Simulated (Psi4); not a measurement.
# quartet CH4BS: levels of theory compared

We compute a comparison of 3 runs (UHF/STO-3G, UB3LYP/6-31G*, UTPSSh/def2-SVPD) of quartet CH4BS. 

The calculation is run with Psi4 1.11.

### Step 1. The system as given

CH4BS has 7 atoms, charge 0, and is taken as a quartet. SMILES of the parent species: `[BH]SC`. The coordinates come from a GFN2-xTB relaxation. This is one conformer, not always the lowest. That shape belongs to the parent species and isn't relaxed for this state.

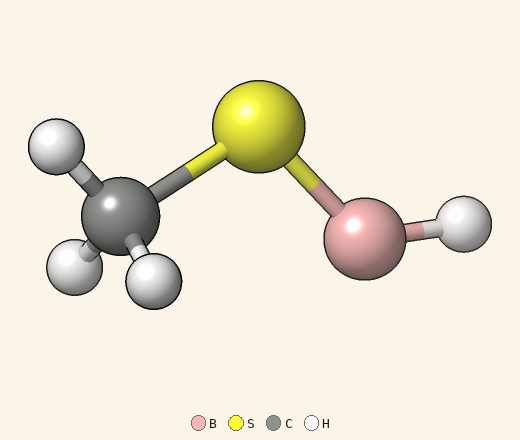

Viewed from a chosen angle; boron pink, sulfur yellow, carbon grey, hydrogen white.

### Step 2. The energy at UHF/STO-3G (run 1)

job.py

```python
import psi4

psi4.set_memory('1600 MB')
psi4.set_num_threads(1)
psi4.core.set_output_file('output.dat', False)

molecule = psi4.geometry("""
0 4
B     -3.22107597    -0.69989786    -0.61882861
S     -0.53021936    -1.79877361     0.74819926
C      1.89046312     0.70826935     0.21510752
H     -5.17681023    -1.67100922    -0.72179979
H      2.29898411     0.82012224    -1.78985410
H      1.17442699     2.49538335     0.91373927
H      3.56421244     0.14590575     1.25343644
units bohr
symmetry c1
""")

psi4.set_options({
    'basis': 'STO-3G',
    'reference': 'uhf',
    'puream': True,
    'e_convergence': 1e-09,
    'd_convergence': 1e-08,
    'scf_type': 'pk',
    'maxiter': 200,
})

e_tot, wfn = psi4.energy('hf', molecule=molecule, return_wfn=True)
psi4.oeprop(wfn, 'WIBERG_LOWDIN_INDICES', 'DIPOLE', 'MULLIKEN_CHARGES')
print(f'hf energy: {e_tot:.10f} Eh')
for k, v in sorted(psi4.core.scalar_variables().items()):
    print(f'{k:45s} {v:18.10f}')
```

Launch:

```sh
$ python job.py
```

output.dat:

```text
[...]
  Running in c1 symmetry.
[...]
  Nuclear repulsion =   87.016693282708445
[...]
  Multiplicity = 4
[...]
  Nalpha       = 17
  Nbeta        = 14
[...]
    Number of basis functions: 23
[...]
   @UHF iter   1:  -456.98344502964790   -2.07202e+00   9.96001e-03 DIIS/ADIIS
[...]
   @UHF iter  16:  -457.04295653052748   -1.25056e-12   3.90651e-09 DIIS
[...]
   @S^2 Observed:                3.764513342E+00
[...]
    Orbital Energies [Eh]
    ---------------------
    Alpha Occupied:
       1A    -90.925324     2A    -11.103988     3A     -8.813045
       4A     -7.147697     5A     -6.462537     6A     -6.440936
       7A     -6.436860     8A     -1.062107     9A     -0.893660
      10A     -0.622616    11A     -0.610986    12A     -0.563175
      13A     -0.471846    14A     -0.461861    15A     -0.388883
      16A     -0.176005    17A     -0.110686
    Alpha Virtual:
      18A      0.339022    19A      0.624247    20A      0.660012
      21A      0.677256    22A      0.687966    23A      0.931416
[...]
  @UHF Final Energy:  -457.04295653052748
   => Energetics <=
    Nuclear Repulsion Energy =             87.0166932827084452
    One-Electron Energy =                -803.9654928317395388
    Two-Electron Energy =                 259.9058430185035604
    Total Energy =                       -457.0429565305274764
  UHF NO Occupations:
  HONO-2 :   15  A 1.0000000
  HONO-1 :   16  A 1.0000000
[...]
 Multipole Moments:
 ------------------------------------------------------------------------------------
     Multipole            Electronic (a.u.)      Nuclear  (a.u.)        Total (a.u.)
 ------------------------------------------------------------------------------------
 L = 1.  Multiply by 2.5417464519 to convert [e a0] to [Debye]
 Dipole X            :         -1.3117588            3.2462323            1.9344735
 Dipole Y            :         -2.6049659            2.6061593            0.0011933
 Dipole Z            :          0.9181283           -0.3377306            0.5803977
 Magnitude           :                                                    2.0196660
[...]
  Mulliken Charges: (a.u.)
   Center  Symbol    Alpha    Beta     Spin     Total
       1     B     3.72810  1.62766  2.10044 -0.35577
       2     S     8.28683  7.27303  1.01379  0.44014
       3     C     3.11752  3.13315 -0.01564 -0.25067
       4     H     0.49902  0.62698 -0.12795 -0.12600
       5     H     0.45778  0.44105  0.01673  0.10117
       6     H     0.45507  0.44197  0.01311  0.10296
       7     H     0.45568  0.45615 -0.00047  0.08817
   Total alpha = 17.00000, Total beta = 14.00000, Total charge =  0.00000
  Wiberg Bond Indices using Orthogonal Lowdin Orbitals:
[...]
```

The script printed:

```text
hf energy: -457.0429565305 Eh
CURRENT ENERGY                                   -457.0429565305
CURRENT REFERENCE ENERGY                         -457.0429565305
DD SOLVATION ENERGY                                 0.0000000000
HF KINETIC ENERGY                                 452.4872452751
HF POTENTIAL ENERGY                              -909.5302018057
HF TOTAL ENERGY                                  -457.0429565305
HF VIRIAL RATIO                                     2.0100681540
NUCLEAR REPULSION ENERGY                           87.0166932827
ONE-ELECTRON ENERGY                              -803.9654928317
PCM POLARIZATION ENERGY                             0.0000000000
PE ENERGY                                           0.0000000000
SCF ITERATION ENERGY                             -457.0429565305
SCF ITERATIONS                                     16.0000000000
SCF TOTAL ENERGY                                 -457.0429565305
TWO-ELECTRON ENERGY                               259.9058430185
```

Run time: 1.4 s. Hardware: 1 thread of Intel Xeon 6975P-C (Granite Rapids), shared host; peak memory 0.17 GiB.

### Step 3. A single-point energy at UB3LYP/6-31G(d) (spherical functions) (run 2)

calc.dat

```
memory 1.6 GB

molecule molecule1 {
  0 4
  B
  S 1 r2
  C 2 r3 1 a3
  H 1 r4 2 a4 3 d4
  H 3 r5 2 a5 1 d5
  H 3 r6 5 a6 2 d6
  H 3 r7 6 a7 5 d7

  r2 = 1.699722
  r3 = 1.865615
  a3 = 105.52015
  r4 = 1.156777
  a4 = 128.13904
  d4 = 179.94465
  r5 = 1.084397
  a5 = 108.88329
  d5 = -67.10573
  r6 = 1.083789
  a6 = 110.84376
  d6 = -120.14279
  r7 = 1.08395
  a7 = 110.62947
  d7 = 122.7703
  symmetry c1
  no_reorient
  no_com
}

set {
  basis                6-31G*
  reference            uks
  puream               true
  e_convergence        1e-09
  d_convergence        1e-08
  scf_type             pk
  dft_radial_points    99
  dft_spherical_points 590
  maxiter              200
}

result = energy("b3lyp")
```

Launch:

```sh
$ psi4 -i calc.dat -o calc.out -n 1
```

calc.out:

```text
[...]
  Running in c1 symmetry.
[...]
  Nuclear repulsion =   87.016685052371315
[...]
  Multiplicity = 4
[...]
  Nalpha       = 17
  Nbeta        = 14
[...]
    Number of basis functions: 54
[...]
   @UKS iter   1:  -463.14572579206305   -1.23311e-01   9.76780e-03 ADIIS/DIIS
[...]
   @UKS iter  13:  -463.31503195990382   -2.21689e-12   5.95590e-09 DIIS
[...]
   @S^2 Observed:                3.759326647E+00
[...]
    Orbital Energies [Eh]
    ---------------------
    Alpha Occupied:
       1A    -88.952886     2A    -10.236379     3A     -8.026372
       4A     -6.695682     5A     -5.995811     6A     -5.985885
       7A     -5.981006     8A     -0.843855     9A     -0.709054
      10A     -0.501519    11A     -0.478626    12A     -0.455363
      13A     -0.394589    14A     -0.364648    15A     -0.348720
      16A     -0.165954    17A     -0.106138
    Alpha Virtual:
      18A      0.005664    19A      0.087102    20A      0.118925
      21A      0.124310    22A      0.136503    23A      0.226505
      24A      0.295773    25A      0.321710    26A      0.341592
[...]
  @UKS Final Energy:  -463.31503195990382
   => Energetics <=
    Nuclear Repulsion Energy =             87.0166850523713151
    One-Electron Energy =                -807.9155110452391000
    Two-Electron Energy =                 287.1763396484757322
    DFT Exchange-Correlation Energy =     -29.5925456155116962
    Empirical Dispersion Energy =           0.0000000000000000
    VV10 Nonlocal Energy =                  0.0000000000000000
    Total Energy =                       -463.3150319599038198
[...]
 Multipole Moments:
 ------------------------------------------------------------------------------------
     Multipole            Electronic (a.u.)      Nuclear  (a.u.)        Total (a.u.)
 ------------------------------------------------------------------------------------
 L = 1.  Multiply by 2.5417464519 to convert [e a0] to [Debye]
 Dipole X            :         -0.0080819           -0.0034792           -0.0115611
 Dipole Y            :          3.1129620           -3.8219982           -0.7090363
 Dipole Z            :         -0.2043694            1.6841831            1.4798137
 Magnitude           :                                                    1.6409493
[...]
```

Run time: 12 s. Hardware: 1 thread of Intel Xeon 6975P-C (Granite Rapids), shared host; peak memory 0.78 GiB.

### Step 4. A single-point energy at UTPSSh/def2-SVPD (run 3)

ch4bs.xyz

```xyz
7
CH4BS
B     -1.704520    -0.370370    -0.327470
S     -0.280580    -0.951870     0.395930
C      1.000390     0.374800     0.113830
H     -2.739450    -0.884260    -0.381960
H      1.216570     0.433990    -0.947150
H      0.621480     1.320500     0.483530
H      1.886100     0.077210     0.663290
```

run.py

```python
import psi4

psi4.set_memory('1600 MB')
psi4.set_num_threads(1)
psi4.set_output_file('psi4.out', False)

with open('ch4bs.xyz') as f:
    atoms = ''.join(f.readlines()[2:])
molecule = psi4.geometry('0 4\n' + atoms + 'symmetry c1\nno_reorient\nno_com')

psi4.set_options({
    'reference': 'uks',
    'puream': True,
    'e_convergence': 1e-09,
    'd_convergence': 1e-08,
    'scf_type': 'pk',
    'dft_radial_points': 99,
    'dft_spherical_points': 590,
    'maxiter': 200,
})

result = psi4.energy('tpssh/def2-SVPD')
print('E =', round(result, 9))
```

Launch:

```sh
$ python run.py
```

psi4.out:

```text
[...]
  Running in c1 symmetry.
[...]
  Nuclear repulsion =   87.016693227217090
[...]
  Multiplicity = 4
[...]
  Nalpha       = 17
  Nbeta        = 14
[...]
    Number of basis functions: 99
[...]
   @UKS iter   1:  -462.97671169766784   -5.90330e-02   5.97137e-03 DIIS/ADIIS
[...]
   @UKS iter  15:  -463.19458232968810   -1.98952e-12   4.78822e-09 DIIS
[...]
   @S^2 Observed:                3.761799656E+00
[...]
    Orbital Energies [Eh]
    ---------------------
    Alpha Occupied:
       1A    -88.806130     2A    -10.193569     3A     -7.964903
       4A     -6.670209     5A     -5.926777     6A     -5.917323
       7A     -5.912044     8A     -0.825770     9A     -0.690793
      10A     -0.491959    11A     -0.467567    12A     -0.445631
      13A     -0.387539    14A     -0.360925    15A     -0.346437
      16A     -0.173151    17A     -0.116727
    Alpha Virtual:
      18A     -0.023015    19A      0.004048    20A      0.033969
      21A      0.038852    22A      0.046788    23A      0.062795
      24A      0.081664    25A      0.088782    26A      0.097766
[...]
  @UKS Final Energy:  -463.19458232968810
   => Energetics <=
    Nuclear Repulsion Energy =             87.0166932272170897
    One-Electron Energy =                -807.3016268564914526
    Two-Electron Energy =                 290.1904262299311767
    DFT Exchange-Correlation Energy =     -33.1000749303448742
    Empirical Dispersion Energy =           0.0000000000000000
    VV10 Nonlocal Energy =                  0.0000000000000000
    Total Energy =                       -463.1945823296881031
[...]
 Multipole Moments:
 ------------------------------------------------------------------------------------
     Multipole            Electronic (a.u.)      Nuclear  (a.u.)        Total (a.u.)
 ------------------------------------------------------------------------------------
 L = 1.  Multiply by 2.5417464519 to convert [e a0] to [Debye]
 Dipole X            :         12.9342190          -11.3852975            1.5489214
 Dipole Y            :         26.3336857          -26.2398488            0.0938369
 Dipole Z            :         -9.4081336            9.8232121            0.4150786
 Magnitude           :                                                    1.6063166
[...]
```

On the terminal:

```text
E = -463.19458233
```

Run time: 58 s. Hardware: 1 thread of Intel Xeon 6975P-C (Granite Rapids), shared host; peak memory 0.77 GiB.

### Step 5. All runs side by side

| run | level | integration grid | energy (Eh) | dipole moment (D) | HOMO energy (eV) | ⟨S²⟩ | wall time |
| --- | --- | --- | --- | --- | --- | --- | --- |
| 1 | UHF/STO-3G | – | -457.042957 | 5.13 | -3.01 | 3.765 | 1.4 s |
| 2 | UB3LYP/6-31G* (spherical functions) | 99 radial × 590 angular | -463.315032 | 4.17 | -2.89 | 3.759 | 12 s |
| 3 | UTPSSh/def2-SVPD | 99 radial × 590 angular | -463.194582 | 4.08 | -3.18 | 3.762 | 58 s |

### Step 6. What came out

| quantity | value |
| --- | --- |
| run 3: total energy | -463.19458 Eh |
| run 3: dipole moment | 4.08 D |
| run 3: HOMO energy (highest over α and β) | -3.18 eV |
| run 3: ⟨S²⟩ | 3.762 |

**Reading.** The dipole moment (its size) runs from 4.08 D (UTPSSh/def2-SVPD) to 5.13 D (UHF/STO-3G). The two ends differ in method and basis. Totals of different functionals can't be ranked against each other. In run 1 the basis is minimal, so the values are rough. All runs together took 71 s, the longest 58 s.
